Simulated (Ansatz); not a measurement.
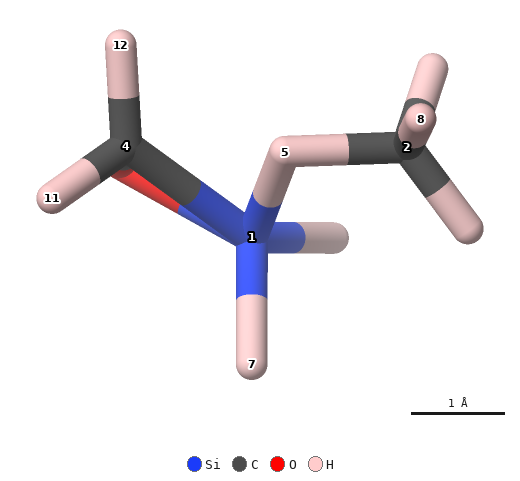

The structure as given in the input (stick view, seen at a tilt; atoms are numbered from 1 in the order of the input).

# C$_{2}$H$_{8}$OSi: phonon calculation

C$_{2}$H$_{8}$OSi, computed with RKS PBE-D4/def2-SVP (Ansatz 0.2.0).

It belongs to a series of runs on one base structure; here: vibrations at the highest image of the band. Figures and captions count atoms from 1; the log counts them from 0 in places.

**The program's output**
```
Engine: ansatz 0.2.0, aarch64-unknown-linux-gnu
Functional definition: PBE
  parameter kappa = 0.804
  parameter beta = 0.06672455060314922
  exchange = pbe_x(kappa = kappa, mu = beta*pi^2/3)
  correlation = pbe_c(beta = beta)
1119 factors; their error is unknown
mean field evaluation 1: about -12101.2290 eV, gradient 6.5e1 eV
mean field evaluation 2: about -12064.6361 eV, gradient 1.4e2 eV
mean field evaluation 4: about -12110.8186 eV, gradient 9.4e0 eV
mean field evaluation 8: about -12111.0136 eV, gradient 9.6e-2 eV
mean field evaluation 16: about -12110.9472 eV, gradient 2.6e-5 eV
mean field -12110.94720906 eV, -445.0691008380 hartree, gradient 2.6e-5 eV, S^2 0.000000; 0 other end points of the search recorded, 0 dependent functions left out
the calculation of the forces begins
reference -12110.94724410 eV, -445.0691021259 hartree; 21, 21 occupied and 79, 79 virtual orbitals, 1119 factors
these checks for a lower state are left out or cut short: stability, starts, cluster_reference, orbital_swaps, neighbouring_geometries, increment
1119 factors; their error is unknown
mean field -12110.94716489 eV, -445.0690992148 hartree, gradient 1.1e-6 eV, S^2 0.000000; 0 other end points of the search recorded, 0 dependent functions left out
[... from here on the field's lines of each further geometry are left out, up to the last ...]
the calculation of the forces begins
reference -12110.94719086 eV, -445.0691001694 hartree; 21, 21 occupied and 79, 79 virtual orbitals, 1119 factors
these checks for a lower state are left out or cut short: stability, starts, cluster_reference, orbital_swaps, neighbouring_geometries, increment
1119 factors; their error is unknown
mean field evaluation 448: about -12110.9472 eV, gradient 2.0e-6 eV
mean field -12110.94715300 eV, -445.0690987778 hartree, gradient 2.0e-6 eV, S^2 0.000000; 0 other end points of the search recorded, 0 dependent functions left out
the calculation of the forces begins
reference -12110.94718804 eV, -445.0691000657 hartree; 21, 21 occupied and 79, 79 virtual orbitals, 1119 factors
WARN: phonons: modes at or below zero, which the zero-point energy, F, S and C_V leave out: 1, the lowest at -1216.04 cm⁻¹. A minimum has none, and a first-order saddle one
Total energy: -12111.16266530 eV, -445.0770187089 hartree
Atom 0 at    -0.919050     0.195126     0.406275 Å, force     0.010850    -0.004009    -0.016434 eV/Å
Atom 1 at     1.029164    -0.796597     0.786682 Å, force     0.020261     0.003697     0.011757 eV/Å
Atom 2 at    -1.672314     0.198492    -1.089451 Å, force     0.005024     0.004746     0.007834 eV/Å
Atom 3 at    -0.323529     0.777047    -1.406160 Å, force    -0.011626     0.005649     0.010157 eV/Å
Atom 4 at     0.648749     0.058259    -0.173987 Å, force    -0.015312    -0.007477    -0.009723 eV/Å
Atom 5 at    -1.586618    -0.883046     1.239929 Å, force    -0.001054     0.004857    -0.004730 eV/Å
Atom 6 at    -0.775617     1.444983     1.222428 Å, force    -0.002132    -0.000828    -0.004909 eV/Å
Atom 7 at     2.080195    -0.550427     0.519756 Å, force    -0.000544     0.001409     0.002082 eV/Å
Atom 8 at     0.826000    -1.851436     0.524649 Å, force    -0.003571    -0.001224    -0.000324 eV/Å
Atom 9 at     0.922184    -0.632149     1.877007 Å, force    -0.002170    -0.005026     0.001875 eV/Å
Atom 10 at    -0.389191     1.849399    -1.690447 Å, force    -0.000521     0.000797    -0.001562 eV/Å
Atom 11 at     0.160229     0.190351    -2.216583 Å, force     0.000796    -0.002591     0.003977 eV/Å
Dipole moment:     0.523441    -0.082349     0.269303 e Å
Vibrations: -1216.04 130.86 192.39 288.28 444.54 504.07 518.84 632.04 652.04 716.48 781.10 838.22 872.71 921.95 995.68 1081.64 1093.96 1166.81 1235.38 1367.54 1370.63 1396.27 1831.56 2079.85 2177.51 2961.96 2971.70 3041.78 3071.34 3120.32 cm⁻¹, zero-point energy 2.384056 eV
```

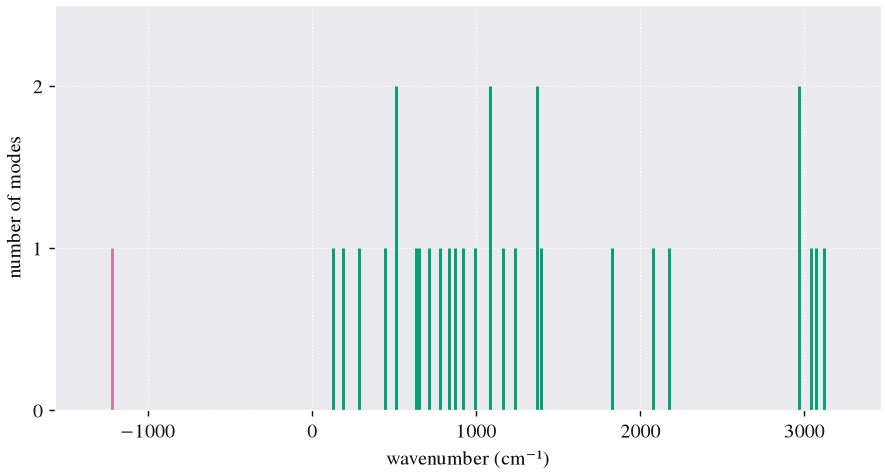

Harmonic vibrational wavenumbers from the force constants; neighbouring modes closer than 20 cm⁻¹ are counted in one stick, and imaginary ones are drawn at negative wavenumbers. 30 modes from 1216i to 3120 cm⁻¹, 1 imaginary beyond 8i (1216i cm⁻¹): a first-order saddle point, if the geometry is stationary.

This output came from the following input.

**Input file**
```yaml
crystal:
  periodic: [false, false, false]
  atoms:
    - { symbol: Si, position_ang: [-0.91905, 0.195126, 0.406275] }
    - { symbol: C, position_ang: [1.029164, -0.796597, 0.786682] }
    - { symbol: O, position_ang: [-1.672314, 0.198492, -1.089451] }
    - { symbol: C, position_ang: [-0.323529, 0.777047, -1.40616] }
    - { symbol: H, position_ang: [0.648749, 0.058259, -0.173987] }
    - { symbol: H, position_ang: [-1.586618, -0.883046, 1.239929] }
    - { symbol: H, position_ang: [-0.775617, 1.444983, 1.222428] }
    - { symbol: H, position_ang: [2.080195, -0.550427, 0.519756] }
    - { symbol: H, position_ang: [0.826, -1.851436, 0.524649] }
    - { symbol: H, position_ang: [0.922184, -0.632149, 1.877007] }
    - { symbol: H, position_ang: [-0.389191, 1.849399, -1.690447] }
    - { symbol: H, position_ang: [0.160229, 0.190351, -2.216583] }
basis:
  gaussian: { orbitals: def2-SVP }
hamiltonian:
  xc: pbe
  dispersion: d4
phonons: {}
```

Launch command:
```bash
ansatz run input.yaml --threads 2 --pin off --max-ram 3072MiB --backend cpu --events-out ev --progress --plain --runs-dir out
```

**Key numbers**

- outcome: converged
- total energy: −12111.1627 eV
- mean-field energy: −12110.9472 eV
- largest force (length of the vector): 0.024 eV/Å
- hardware: 2 threads of Arm Neoverse V2, 24 GiB of memory available, shared host
- wall time: 65 s (CPU time 2.1 min)
- peak memory: 0.13 GiB
